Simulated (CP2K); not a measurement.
# BN2H5 (SMILES NBN) at 4 levels

We compute a comparison of 4 runs (BLYP-D3(BJ)/DZVP-MOLOPT-SR-GTH, PBE/DZVP-MOLOPT-SR-GTH, wB97X/6-311+G**, PBE/TZV2P-MOLOPT-PBE-GTH) of BN2H5. 

The calculation is run with CP2K 2026.2.

### 1 The molecule

The species is BN2H5 (8 atoms), meant as a singlet with charge 0. SMILES: `NBN`. The shape is that of a PBE0-D4/def2-TZVP optimisation.

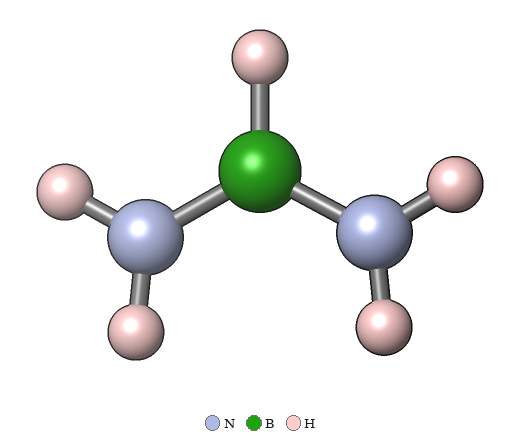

Viewed from a chosen angle; nitrogen light blue, boron green, hydrogen pink.

### 2 The energy at BLYP-D3(BJ)/DZVP-MOLOPT-SR-GTH (core potential) (run 1)

The input, molecule.xyz:

```xyz
8

N     -0.971000     0.516500    -0.581100
B      0.194200     0.386600     0.200500
N      0.848200    -0.845200     0.401400
H     -1.426800    -0.244500    -1.053400
H     -1.423900     1.400900    -0.713700
H      0.649700     1.368600     0.718000
H      1.676700    -0.919800     0.960900
H      0.545000    -1.720300     0.011600
```

The input, molecule.inp:

```
&GLOBAL
   PROJECT_NAME molecule
   RUN_TYPE ENERGY
   PRINT_LEVEL MEDIUM
&END
&FORCE_EVAL
   METHOD QS
   &DFT
      BASIS_SET_FILE_NAME BASIS_MOLOPT
      POTENTIAL_FILE_NAME GTH_POTENTIALS
      &QS
         METHOD GPW
         EPS_DEFAULT 1.0E-10
      &END
      &MGRID
         CUTOFF 400
         REL_CUTOFF 50
         NGRIDS 4
      &END
      &POISSON
         PERIODIC NONE
         POISSON_SOLVER WAVELET
      &END
      &SCF
         SCF_GUESS ATOMIC
         EPS_SCF 1.0E-06
         MAX_SCF 150
         ADDED_MOS 10
         &DIAGONALIZATION
            ALGORITHM STANDARD
         &END
         &MIXING
            METHOD BROYDEN_MIXING
            ALPHA 0.2
            NBUFFER 4
         &END
      &END
      &XC
         &XC_FUNCTIONAL BLYP
         &END
         &VDW_POTENTIAL
            POTENTIAL_TYPE PAIR_POTENTIAL
            &PAIR_POTENTIAL
               TYPE DFTD3(BJ)
               PARAMETER_FILE_NAME dftd3.dat
               REFERENCE_FUNCTIONAL BLYP
               R_CUTOFF 15
            &END
         &END
      &END
      &PRINT
         &MOMENTS
            PERIODIC F
            REFERENCE COM
            MAX_MOMENT 1
         &END
         &MO ON
            ENERGIES T
            OCCUPATION_NUMBERS T
            NDIGITS 6
            &EACH
               QS_SCF 0
            &END
            ADD_LAST NUMERIC
         &END
         &HIRSHFELD OFF
         &END
      &END
   &END
   &SUBSYS
      &CELL
         ABC 13.1 13.1 13.1
         PERIODIC NONE
      &END
      &TOPOLOGY
         COORD_FILE_NAME molecule.xyz
         COORD_FILE_FORMAT XYZ
         &CENTER_COORDINATES
         &END
      &END
      &KIND N
         BASIS_SET DZVP-MOLOPT-SR-GTH-q5
         POTENTIAL GTH-BLYP-q5
      &END
      &KIND B
         BASIS_SET DZVP-MOLOPT-SR-GTH-q3
         POTENTIAL GTH-BLYP-q3
      &END
      &KIND H
         BASIS_SET DZVP-MOLOPT-SR-GTH-q1
         POTENTIAL GTH-BLYP-q1
      &END
   &END
&END
```

On the command line:

```bash
$ OMP_NUM_THREADS=1 cp2k.psmp -i molecule.inp > molecule.out 2>&1
```

The log of the run:

```text
CP2K| version string:                                       CP2K version 2026.2
[...]
 GLOBAL| Method name                                                        CP2K
[...]
 GLOBAL| Run type                                                         ENERGY
[...]
 DFT| Spin restricted Kohn-Sham (RKS) calculation                            RKS
 DFT| Multiplicity                                                             1
[...]
 DFT| Charge                                                                   0
[...]
 FUNCTIONAL| BECKE88:
 FUNCTIONAL| LYP:
[...]
 QS| Method:                                                                 GPW
[...]
 QS| Density cutoff [a.u.]:                                                200.0
[...]
 QS| Relative density cutoff [a.u.]:                                        25.0
[...]
                             - Atoms:                                          8
[...]
                             - Spherical basis functions:                     64
[...]
 Number of electrons:                                                         18
[...]
     1 NoMix/Diag. 0.20E+00    6.4     1.16955249       -24.9997549017 -2.50E+01
[...]
    29 Broy./Diag. 0.20E+00    6.0     0.00000093       -25.7158550626 -9.42E-06
  *** SCF run converged in    29 steps ***
[...]
  Overlap energy of the core charge distribution:               0.00000419425936
  Self energy of the core charge distribution:                -62.90202576197090
  Core Hamiltonian energy:                                     19.53206982346281
  Hartree energy:                                              25.61491755223656
  Exchange-correlation energy:                                 -7.95300491581209
  Dispersion energy:                                           -0.00781595474075
  Total energy:                                               -25.71585506256502
[...]
  Dipole moment [Debye]
    X= -0.4920120E+00 Y= -0.1059886E+01 Z= -0.5580278E+00  Total=      1.2949240
 ENERGY| Total FORCE_EVAL ( QS ) energy [hartree]            -25.715855062565016
[...]
```

Wall time 2.9 min (1 thread of Intel Xeon Platinum 8259CL at 2.50GHz (Skylake/Cascade Lake), shared host); peak memory 2.3 GiB.

### 3 A single-point energy at PBE/DZVP-MOLOPT-SR-GTH (core potential) (run 2)

The input, mol.inp:

```
&GLOBAL
   PROJECT_NAME mol
   RUN_TYPE ENERGY
   PRINT_LEVEL MEDIUM
&END GLOBAL
&FORCE_EVAL
   METHOD Quickstep
   &DFT
      BASIS_SET_FILE_NAME BASIS_MOLOPT
      POTENTIAL_FILE_NAME GTH_POTENTIALS
      &QS
         METHOD GPW
         EPS_DEFAULT 1.0E-10
      &END QS
      # real-space grids
      &MGRID
         CUTOFF 400
         REL_CUTOFF 50
         NGRIDS 4
      &END MGRID
      # no periodic images
      &POISSON
         PERIODIC NONE
         POISSON_SOLVER WAVELET
      &END POISSON
      &SCF
         SCF_GUESS ATOMIC
         EPS_SCF 1.0E-06
         MAX_SCF 30
         &OT
            MINIMIZER CG
            PRECONDITIONER FULL_ALL
         &END OT
         &OUTER_SCF
            EPS_SCF 1.0E-06
            MAX_SCF 8
         &END OUTER_SCF
      &END SCF
      # exchange and correlation
      &XC
         &XC_FUNCTIONAL PBE
         &END XC_FUNCTIONAL
      &END XC
      # extra output
      &PRINT
         &MOMENTS
            PERIODIC F
            REFERENCE COM
            MAX_MOMENT 1
         &END MOMENTS
         &MO_CUBES
            NLUMO 5
            NHOMO -1
            WRITE_CUBE F
         &END MO_CUBES
         &HIRSHFELD OFF
         &END HIRSHFELD
      &END PRINT
   &END DFT
   &SUBSYS
      &CELL
         ABC 13.1 13.1 13.1
         PERIODIC NONE
      &END CELL
      &COORD
         N     -0.971000     0.516500    -0.581100
         B      0.194200     0.386600     0.200500
         N      0.848200    -0.845200     0.401400
         H     -1.426800    -0.244500    -1.053400
         H     -1.423900     1.400900    -0.713700
         H      0.649700     1.368600     0.718000
         H      1.676700    -0.919800     0.960900
         H      0.545000    -1.720300     0.011600
      &END COORD
      &TOPOLOGY
         &CENTER_COORDINATES
         &END CENTER_COORDINATES
      &END TOPOLOGY
      &KIND N
         BASIS_SET DZVP-MOLOPT-SR-GTH-q5
         POTENTIAL GTH-PBE-q5
      &END KIND
      &KIND B
         BASIS_SET DZVP-MOLOPT-SR-GTH-q3
         POTENTIAL GTH-PBE-q3
      &END KIND
      &KIND H
         BASIS_SET DZVP-MOLOPT-SR-GTH-q1
         POTENTIAL GTH-PBE-q1
      &END KIND
   &END SUBSYS
&END FORCE_EVAL
```

On the command line:

```bash
$ OMP_NUM_THREADS=1 cp2k.psmp -i mol.inp -o mol.out
```

The log of the run:

```text
CP2K| version string:                                       CP2K version 2026.2
[...]
 GLOBAL| Method name                                                        CP2K
[...]
 GLOBAL| Run type                                                         ENERGY
[...]
 DFT| Spin restricted Kohn-Sham (RKS) calculation                            RKS
 DFT| Multiplicity                                                             1
[...]
 DFT| Charge                                                                   0
[...]
 FUNCTIONAL| PBE:
 QS| Method:                                                                 GPW
[...]
 QS| Density cutoff [a.u.]:                                                200.0
[...]
 QS| Relative density cutoff [a.u.]:                                        25.0
[...]
                             - Atoms:                                          8
[...]
                             - Spherical basis functions:                     64
[...]
 Number of electrons:                                                         18
[...]
     1 OT CG       0.15E+00    6.4     0.26549468       -22.9721806364 -2.30E+01
[...]
    25 OT CG       0.98E-01    5.3     0.00000076       -25.7635900876 -4.74E-11
  *** SCF run converged in    25 steps ***
[...]
  Overlap energy of the core charge distribution:               0.00000347959600
  Self energy of the core charge distribution:                -62.81304645753277
  Core Hamiltonian energy:                                     19.44805861257818
  Hartree energy:                                              25.60792316809544
  Exchange-correlation energy:                                 -8.00652889029657
  Total energy:                                               -25.76359008755971
[...]
  Dipole moment [Debye]
    X= -0.5063076E+00 Y= -0.1091705E+01 Z= -0.5750779E+00  Total=      1.3337469
[...]
 HOMO - LUMO gap [eV] :    6.573648
 ENERGY| Total FORCE_EVAL ( QS ) energy [hartree]            -25.763590087559706
[...]
```

It took 3.7 min on 1 thread of Intel Xeon Platinum 8259CL at 2.50GHz (Skylake/Cascade Lake), shared host; peak memory 1.5 GiB.

### 4 The energy at wB97X/6-311+G(d,p) (run 3)

The input, calc.inp:

```
&FORCE_EVAL
   METHOD QS
   &DFT
      BASIS_SET_FILE_NAME ./6_311pgss.basis
      POTENTIAL_FILE_NAME POTENTIAL
      &QS
         METHOD GAPW
         EPS_DEFAULT 1.0E-10
      &END QS
      ! plane-wave cutoff in Ry
      &MGRID
         CUTOFF 280
         REL_CUTOFF 50
         NGRIDS 4
      &END MGRID
      &POISSON
         PERIODIC NONE
         POISSON_SOLVER WAVELET
      &END POISSON
      ! self-consistent field
      &SCF
         SCF_GUESS ATOMIC
         EPS_SCF 1.0E-07
         MAX_SCF 150
         ADDED_MOS 3
         &DIAGONALIZATION
            ALGORITHM STANDARD
         &END DIAGONALIZATION
         &MIXING
            METHOD DIRECT_P_MIXING
            ALPHA 0.4
         &END MIXING
      &END SCF
      &XC
         &XC_FUNCTIONAL
            &HYB_GGA_XC_WB97X
            &END HYB_GGA_XC_WB97X
         &END XC_FUNCTIONAL
         ! exact exchange
         &HF
            FRACTION 1.0
            &SCREENING
               EPS_SCHWARZ 1.0E-10
            &END SCREENING
            &INTERACTION_POTENTIAL
               POTENTIAL_TYPE MIX_CL
               SCALE_COULOMB 0.157706
               SCALE_LONGRANGE 0.842294
               OMEGA 0.3
            &END INTERACTION_POTENTIAL
            &MEMORY
               MAX_MEMORY 1050
            &END MEMORY
         &END HF
      &END XC
      ! extra output
      &PRINT
         &MOMENTS
            PERIODIC F
            REFERENCE COM
            MAX_MOMENT 1
         &END MOMENTS
         &MO ON
            ENERGIES T
            OCCUPATION_NUMBERS T
            NDIGITS 6
            &EACH
               QS_SCF 0
            &END EACH
            ADD_LAST NUMERIC
         &END MO
         &LOWDIN ON
         &END LOWDIN
         &HIRSHFELD OFF
         &END HIRSHFELD
      &END PRINT
   &END DFT
   &SUBSYS
      &CELL
         ABC 14.7 14.7 14.7
         PERIODIC NONE
      &END CELL
      &COORD
         N      6.254050     8.026200     6.815150
         B      7.419250     7.896300     7.596750
         N      8.073250     6.664500     7.797650
         H      5.798250     7.265200     6.342850
         H      5.801150     8.910600     6.682550
         H      7.874750     8.878300     8.114250
         H      8.901750     6.589900     8.357150
         H      7.770050     5.789400     7.407850
      &END COORD
      &KIND N
         BASIS_SET 6-311pGss
         POTENTIAL ALL
         LEBEDEV_GRID 194
         RADIAL_GRID 100
      &END KIND
      &KIND B
         BASIS_SET 6-311pGss
         POTENTIAL ALL
         LEBEDEV_GRID 194
         RADIAL_GRID 100
      &END KIND
      &KIND H
         BASIS_SET 6-311pGss
         POTENTIAL ALL
         LEBEDEV_GRID 194
         RADIAL_GRID 100
      &END KIND
   &END SUBSYS
&END FORCE_EVAL

&GLOBAL
   PROJECT_NAME calc
   RUN_TYPE ENERGY
   PRINT_LEVEL MEDIUM
&END GLOBAL
```

On the command line:

```bash
$ OMP_NUM_THREADS=1 cp2k.psmp calc.inp > calc.out
```

The log of the run:

```text
CP2K| version string:                                       CP2K version 2026.2
[...]
 GLOBAL| Method name                                                        CP2K
[...]
 GLOBAL| Run type                                                         ENERGY
[...]
 DFT| Spin restricted Kohn-Sham (RKS) calculation                            RKS
 DFT| Multiplicity                                                             1
[...]
 DFT| Charge                                                                   0
[...]
 FUNCTIONAL| HYB_GGA_XC_WB97X:
[...]
 QS| Method:                                                                GAPW
[...]
 QS| Density cutoff [a.u.]:                                                140.0
[...]
 QS| Relative density cutoff [a.u.]:                                        25.0
[...]
                             - Atoms:                                          8
[...]
                             - Spherical basis functions:                     96
[...]
 Number of electrons:                                                         24
[...]
     1 P_Mix/Diag. 0.40E+00   10.9     0.44526825      -138.0645752820 -1.38E+02
[...]
    16 DIIS/Diag.  0.32E-07    5.5     0.00000008      -137.4534459606 -1.99E-13
  *** SCF run converged in    16 steps ***
[...]
  Overlap energy of the core charge distribution:               0.00001424102813
  Self energy of the core charge distribution:               -118.90386108952306
  Core Hamiltonian energy:                                    -18.33591221582620
  Hartree energy:                                              42.41545654035217
  Exchange-correlation energy:                                 -4.70541659322169
  Hartree-Fock Exchange energy:                                -6.15122569342518
[...]
  Dipole moment [Debye]
    X= -0.5046843E+00 Y= -0.1086560E+01 Z= -0.5722844E+00  Total=      1.3277153
 ENERGY| Total FORCE_EVAL ( QS ) energy [hartree]           -137.453445960607866
[...]
```

Wall time 96 s (1 thread of Intel Xeon Platinum 8259CL at 2.50GHz (Skylake/Cascade Lake), shared host); peak memory 1.4 GiB.

### 5 A single-point energy at PBE/TZV2P-MOLOPT-PBE-GTH (core potential) (run 4)

The input, calc.inp:

```
&FORCE_EVAL
   METHOD QS
   &DFT
      BASIS_SET_FILE_NAME BASIS_MOLOPT_UZH
      POTENTIAL_FILE_NAME POTENTIAL_UZH
      CHARGE 0
      MULTIPLICITY 1
      &QS
         METHOD GPW
         EPS_DEFAULT 1.0E-10
      &END QS
      &MGRID
         CUTOFF 400
         REL_CUTOFF 50
         NGRIDS 4
      &END MGRID
      &POISSON
         PERIODIC NONE
         POISSON_SOLVER WAVELET
      &END POISSON
      &SCF
         SCF_GUESS ATOMIC
         EPS_SCF 1.0E-06
         MAX_SCF 100
         ADDED_MOS 5
         &DIAGONALIZATION
            ALGORITHM STANDARD
         &END DIAGONALIZATION
         &MIXING
            METHOD PULAY_MIXING
            ALPHA 0.2
            NBUFFER 8
         &END MIXING
      &END SCF
      &XC
         &XC_FUNCTIONAL PBE
         &END XC_FUNCTIONAL
      &END XC
      &PRINT
         &MOMENTS
            PERIODIC F
            REFERENCE COM
            MAX_MOMENT 1
         &END MOMENTS
         &MO ON
            ENERGIES T
            OCCUPATION_NUMBERS T
            NDIGITS 6
            &EACH
               QS_SCF 0
            &END EACH
            ADD_LAST NUMERIC
         &END MO
         &HIRSHFELD OFF
         &END HIRSHFELD
      &END PRINT
   &END DFT
   &SUBSYS
      &CELL
         ABC [angstrom] 13.1 13.1 13.1
         PERIODIC NONE
      &END CELL
      &COORD
         N     -0.971000     0.516500    -0.581100
         B      0.194200     0.386600     0.200500
         N      0.848200    -0.845200     0.401400
         H     -1.426800    -0.244500    -1.053400
         H     -1.423900     1.400900    -0.713700
         H      0.649700     1.368600     0.718000
         H      1.676700    -0.919800     0.960900
         H      0.545000    -1.720300     0.011600
      &END COORD
      &TOPOLOGY
         &CENTER_COORDINATES
         &END CENTER_COORDINATES
      &END TOPOLOGY
      &KIND N
         BASIS_SET TZV2P-MOLOPT-PBE-GTH-q5
         POTENTIAL GTH-PBE-q5
      &END KIND
      &KIND B
         BASIS_SET TZV2P-MOLOPT-PBE-GTH-q3
         POTENTIAL GTH-PBE-q3
      &END KIND
      &KIND H
         BASIS_SET TZV2P-MOLOPT-PBE-GTH-q1
         POTENTIAL GTH-PBE-q1
      &END KIND
   &END SUBSYS
&END FORCE_EVAL

&GLOBAL
   PROJECT_NAME calc
   RUN_TYPE ENERGY
   PRINT_LEVEL MEDIUM
&END GLOBAL
```

On the command line:

```bash
$ OMP_NUM_THREADS=1 cp2k.psmp -i calc.inp > calc.out 2>&1
```

The log of the run:

```text
CP2K| version string:                                       CP2K version 2026.2
[...]
 GLOBAL| Method name                                                        CP2K
[...]
 GLOBAL| Run type                                                         ENERGY
[...]
 DFT| Spin restricted Kohn-Sham (RKS) calculation                            RKS
 DFT| Multiplicity                                                             1
[...]
 DFT| Charge                                                                   0
[...]
 FUNCTIONAL| PBE:
 QS| Method:                                                                 GPW
[...]
 QS| Density cutoff [a.u.]:                                                200.0
[...]
 QS| Relative density cutoff [a.u.]:                                        25.0
[...]
                             - Atoms:                                          8
[...]
                             - Spherical basis functions:                    157
[...]
 Number of electrons:                                                         18
[...]
     1 NoMix/Diag. 0.20E+00    7.1     1.23193035       -25.3051101125 -2.53E+01
[...]
    20 Pulay/Diag. 0.20E+00    6.1     0.00000097       -25.7709405318 -7.54E-07
  *** SCF run converged in    20 steps ***
[...]
  Overlap energy of the core charge distribution:               0.00000356686720
  Self energy of the core charge distribution:                -62.78094094610932
  Core Hamiltonian energy:                                     19.42972822950433
  Hartree energy:                                              25.58277892081873
  Exchange-correlation energy:                                 -8.00251030289925
  Total energy:                                               -25.77094053181830
[...]
  Dipole moment [Debye]
    X= -0.5220925E+00 Y= -0.1125338E+01 Z= -0.5927158E+00  Total=      1.3748736
 ENERGY| Total FORCE_EVAL ( QS ) energy [hartree]            -25.770940531818297
[...]
```

It took 2.9 min on 1 thread of Intel Xeon Platinum 8259CL at 2.50GHz (Skylake/Cascade Lake), shared host; peak memory 2.6 GiB.

### 6 Overview of the runs

```csv
run,level,core potential,iteration cap,energy (Eh),dipole moment (D),HOMO energy (eV),LUMO energy (eV),wall time
1,BLYP-D3(BJ)/DZVP-MOLOPT-SR-GTH (core potential),GTH-BLYP,150,-25.715855,1.29,-5.36,1.27,2.9 min
2,PBE/DZVP-MOLOPT-SR-GTH (core potential),GTH-PBE,30,-25.763590,1.33,-5.50,1.07,3.7 min
3,wB97X/6-311+G**,none,150,-137.453446,1.33,-9.37,1.67,96 s
4,PBE/TZV2P-MOLOPT-PBE-GTH (core potential),GTH-PBE,100,-25.770941,1.37,-5.53,0.85,2.9 min
```

### 7 Summary of results

```
            quantity         value
 run 4: total energy  -25.77094 Eh
run 4: dipole moment        1.37 D
  run 4: HOMO energy      -5.53 eV
  run 4: LUMO energy       0.85 eV
run 4: HOMO–LUMO gap       6.38 eV
```

The dipole moment (its size) runs from 1.29 D (BLYP-D3(BJ)/DZVP-MOLOPT-SR-GTH) to 1.37 D (PBE/TZV2P-MOLOPT-PBE-GTH). The two ends differ in method and basis. The HOMO–LUMO gap runs from 6.38 eV (PBE/TZV2P-MOLOPT-PBE-GTH) to 11.04 eV (wB97X/6-311+G**). The two ends differ in method and basis and core potential. Totals of different functionals can't be ranked against each other. Some runs of one species differ in core potentials or relativity; totals across that change don't compare. All runs together took 11 min, the longest 3.7 min.
